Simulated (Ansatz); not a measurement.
# BH2F (SMILES BF) at r2SCAN0/cc-pVTZ

What is the electronic atomisation energy of BH2F at r2SCAN0/cc-pVTZ? 

The calculation is run with Ansatz 0.2.0.

48 further runs of the same task are left out: 48 set aside as unsound or not needed.

## 1. The system as given

BH2F has 4 atoms, charge 0, and is taken as a singlet. As SMILES, `BF`. The shape is that of a PBE0-D4/def2-TZVP optimisation.

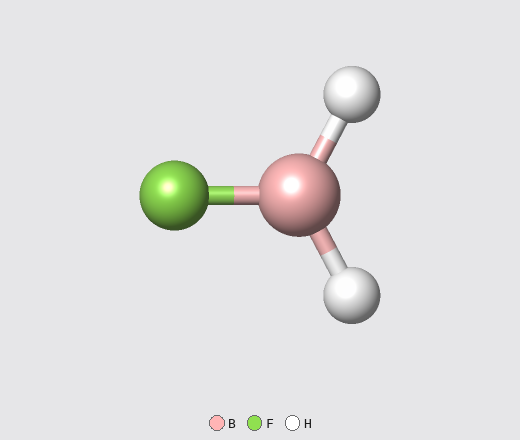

The structure, seen from a chosen angle (boron pink, fluorine green, hydrogen white).

## 2. A single-point energy at r2SCAN0/cc-pVTZ

in.yaml reads:

```yaml
crystal:
  periodic: [false, false, false]
  atoms:
    - {symbol: B, position_ang: [-0.027300, -0.004000, -0.030800]}
    - {symbol: F, position_ang: [1.061200, -0.296700, 0.649900]}
    - {symbol: H, position_ang: [-1.012500, -0.649100, 0.186200]}
    - {symbol: H, position_ang: [0.034200, 0.889600, -0.825600]}
basis:
  gaussian:
    orbitals: cc-pVTZ
hamiltonian:
  xc: {name: r2SCAN0}
accuracy: high
output: {orbitals: {seedname: orbitals}}
```

Launch:

```console
ansatz run in.yaml --threads 1 --pin off --max-ram 3480MiB --events-out events.jsonl --progress --plain --runs-dir runs
```

The log of the run:

```text
Warning: RAYON_NUM_THREADS=1 ignored (pool sized by the plan → 1); use --threads N
Functional definition: r2SCAN0
  name "r2SCAN0"
  parameter a = 0.25
  parameter k0 = 0.174
  parameter k1 = 0.065
  parameter a1 = 4.9479
  exchange = (1 - a)*r2scan_x(k0 = k0, k1 = k1, a1 = a1) + a*exact_x
  correlation = r2scan_c
1444 factors; integrals over basis functions are off by at most 3.0e-9 eV
mean field evaluation 1: about -3425.0014 eV, gradient 2.4e1 eV
mean field evaluation 2: about -3424.7064 eV, gradient 3.0e1 eV
mean field evaluation 4: about -3425.8021 eV, gradient 4.7e-1 eV
mean field evaluation 8: about -3425.8022 eV, gradient 6.8e-3 eV
mean field evaluation 16: about -3425.8022 eV, gradient 9.8e-8 eV
mean field -3425.80218689 eV, -125.8959082763 hartree, gradient 7.4e-9 eV, S^2 0.000000; 0 other end points of the search recorded, 0 dependent functions left out
reference -3425.80218744 eV, -125.8959082964 hartree; 8, 8 occupied and 80, 80 virtual orbitals, 1444 factors
Total energy: -3425.80218744 eV, -125.8959082964 hartree
```

Run time: 4.8 s. Hardware: 1 thread of Arm Neoverse V1, shared host; peak memory 0.2 GiB.

## 3. The B atom

in.yaml reads:

```yaml
crystal:
  periodic: [false, false, false]
  atoms:
    - {symbol: B, position_ang: [0.000000, 0.000000, 0.000000]}
basis:
  gaussian:
    orbitals: cc-pVTZ
magnetization:
  spin_polarized: true
  initial_magnetization: 1
hamiltonian:
  xc: {name: r2SCAN0}
accuracy: high
```

Launch:

```console
ansatz run in.yaml --threads 1 --pin off --max-ram 3480MiB --events-out events.jsonl --progress --plain --runs-dir runs
```

The log of the run:

```text
Warning: RAYON_NUM_THREADS=1 ignored (pool sized by the plan → 1); use --threads N
[... 8 set-up lines as earlier in the session ...]
294 factors; integrals over basis functions are off by at most 2.4e-9 eV
mean field evaluation 1: about -670.3524 eV, gradient 3.3e0 eV
mean field evaluation 2: about -670.4489 eV, gradient 7.7e-1 eV
mean field evaluation 4: about -670.4542 eV, gradient 9.6e-2 eV
mean field evaluation 8: about -670.4543 eV, gradient 2.6e-4 eV
mean field evaluation 16: about -668.7542 eV, gradient 6.5e0 eV
mean field -670.45432303 eV, -24.6387419211 hartree, gradient 1.4e-8 eV, S^2 0.757573; 1 other end points of the search recorded, 0 dependent functions left out
reference -670.45432475 eV, -24.6387419842 hartree; 3, 2 occupied and 27, 28 virtual orbitals, 294 factors
Total energy: -670.45432475 eV, -24.6387419842 hartree
```

Run time: 1.2 s. Hardware: 1 thread of Arm Neoverse V1, shared host; peak memory 0.1 GiB.

## 4. The F atom

job.yaml reads:

```yaml
basis:
  gaussian: {orbitals: cc-pVTZ}
crystal:
  periodic: [false, false, false]
  atoms:
    - {symbol: F, position_ang: [0.000000, 0.000000, 0.000000]}
magnetization: {spin_polarized: true, initial_magnetization: 1}
hamiltonian: {xc: {name: r2SCAN0}}
accuracy: high
```

Run the same way, it converges to -99.71448 Eh (log not shown).

## 5. The H atom, same level

input.yaml reads:

```yaml
crystal:
  periodic: [false, false, false]
  atoms:
    - {symbol: H, position_ang: [0.000000, 0.000000, 0.000000]}
basis:
  gaussian:
    orbitals: cc-pVTZ
magnetization:
  spin_polarized: true
  initial_magnetization: 1
hamiltonian:
  xc: {name: r2SCAN0}
accuracy: high
```

Run the same way, it converges to -0.49987 Eh (log not shown).

## 6. What came out

Level: r2SCAN0/cc-pVTZ.

```
                     quantity          value
       molecule: total energy  -125.89591 Eh
        molecule: HOMO energy       -9.55 eV
        molecule: LUMO energy       -0.83 eV
      molecule: HOMO–LUMO gap        8.72 eV
         B atom: total energy   -24.63874 Eh
                 B atom: ⟨S²⟩          0.758
         F atom: total energy   -99.71448 Eh
                 F atom: ⟨S²⟩          0.752
         H atom: total energy    -0.49987 Eh
                 H atom: ⟨S²⟩          0.750
electronic atomisation energy      14.774 eV
```

What this shows: Taking the molecule apart into free atoms costs 14.77 eV (1425 kJ/mol), before zero-point energy and without spin-orbit coupling.
